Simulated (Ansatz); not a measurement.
The figure comes from a scan of Si3N4 (space group I-43d): the cell is scaled evenly about its relaxed volume V₀. Method: PBEsol (plane waves to 420 eV, PAW, scalar-relativistic; Ansatz, a first-principles code). k mesh 6×6×6 (Γ-centred), Fermi-Dirac smearing 0.05 eV. Compression counts positive. Si3N4 was relaxed with its symmetry unable to fall. This is one of several known forms of Si3N4; the measured ambient cells at hand have space group No. 159 or 176. 

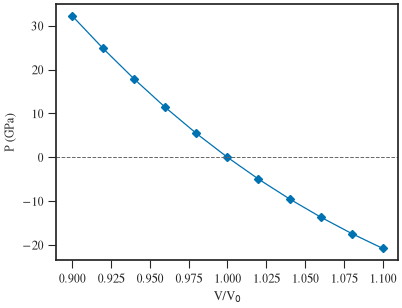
Figure. P (GPa) against V/V₀; one marker a computed point.

Question: Turn the plot into a table (rounded to what can be read).

Answer: To the nearest 1:

```json
[
 {"V/V₀": "0.900", "P (GPa)": "32"},
 {"V/V₀": "0.920", "P (GPa)": "25"},
 {"V/V₀": "0.940", "P (GPa)": "18"},
 {"V/V₀": "0.960", "P (GPa)": "11"},
 {"V/V₀": "0.980", "P (GPa)": "5"},
 {"V/V₀": "1.000", "P (GPa)": "0"},
 {"V/V₀": "1.020", "P (GPa)": "-5"},
 {"V/V₀": "1.040", "P (GPa)": "-10"},
 {"V/V₀": "1.060", "P (GPa)": "-14"},
 {"V/V₀": "1.080", "P (GPa)": "-17"},
 {"V/V₀": "1.100", "P (GPa)": "-21"}
]
```

(A scan under strain: stresses follow from slopes of the energy per volume, elastic moduli from its curvatures.)
